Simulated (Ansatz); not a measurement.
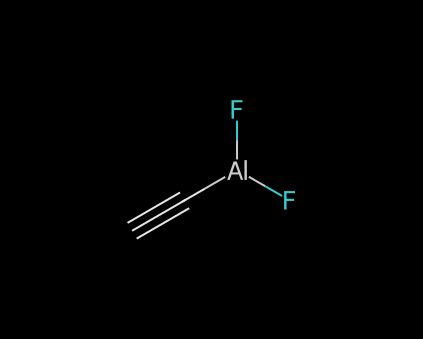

Skeletal drawing of a molecule.

**Write the SMILES.**

C#[C][Al]([F])[F]

**Give the formula, hydrogens included.**

C2HAlF2.

**An optimisation with PBE0-D4/def2-TZVP gave a structure of which point group?**

C2v.

The parts below concern this one geometry. Atoms keep their numbers from picture to picture. The computed structure is the end point of a PBE0-D4/def2-TZVP optimisation.

### Electronic properties

Level of theory: RKS HSE06-D4/def2-TZVPP (Ansatz 0.2.0).

**Give the HOMO energy (Kohn–Sham orbital) at this level.**

−8.42 eV.

**Give the LUMO energy (Kohn–Sham orbital) at this level.**

−1.70 eV.

### Vibrations

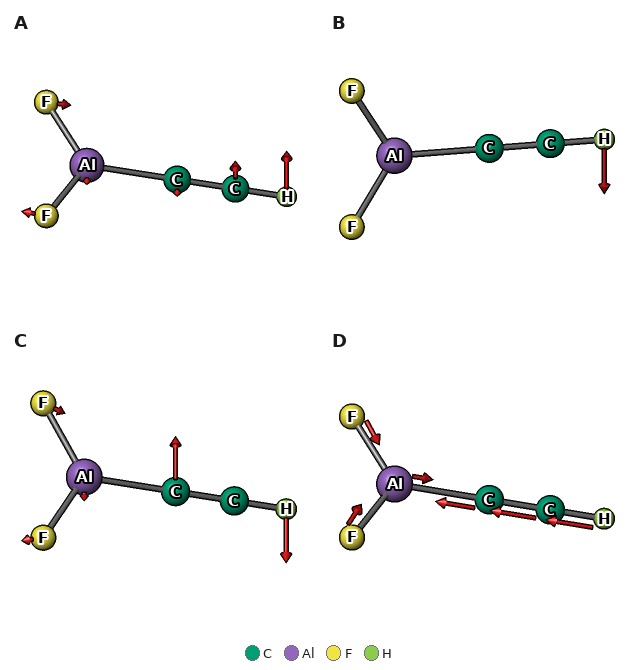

4 normal modes of one molecule or complex, as arrows. Harmonic vibrations computed with RKS PBE0-D4/def2-TZVP (Ansatz 0.2.0) at a stationary point of the same level.

**Match the panels to the wavenumbers 114 cm⁻¹, 308 cm⁻¹, 559 cm⁻¹, 736 cm⁻¹.**

A: 114 cm⁻¹
B: 736 cm⁻¹
C: 308 cm⁻¹, C–Al–F bending
D: 559 cm⁻¹, C–Al stretching

### Dipole moment

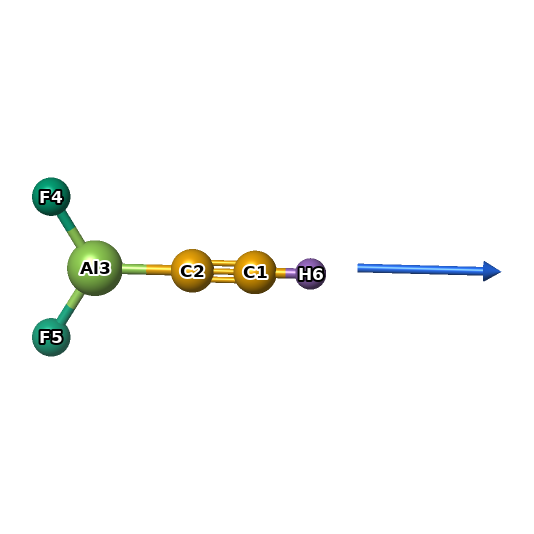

The arrow beside the molecule shows the direction of the dipole moment, from the negative to the positive end (its length means nothing). Level of theory: RKS PBE-D4/def2-TZVPP (Ansatz 0.2.0).

**How large is the dipole moment?**

2.14 D; it points from the side of F4, F5 to the side of H6 (the outermost atoms at the two ends).

### Thermal motion

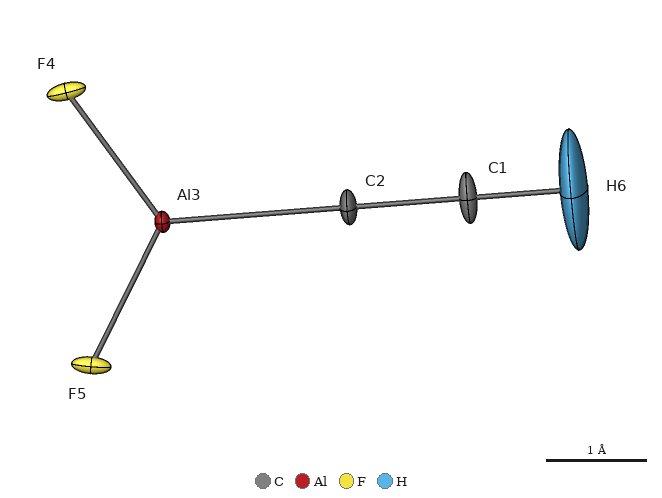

Displacement ellipsoids at the 50 % level, from the internal vibrations of the free molecule (harmonic, no overall translation or rotation; no half-axis is drawn under 0.075 Å). Vibrations computed with RKS PBE0-D4/def2-TZVP (Ansatz 0.2.0). Temperature: 600 K.

Give the displacement parameters, one line for each set of equivalent atoms.

```
  atom  U_eq (Å²)   rms amplitudes (Å)
    C1     0.0135  0.056, 0.096, 0.167
    C2     0.0126  0.053, 0.114, 0.147
   Al3     0.0043  0.041, 0.069, 0.080
F4, F5     0.0074  0.054, 0.055, 0.128
    H6     0.0892  0.089, 0.320, 0.396
```
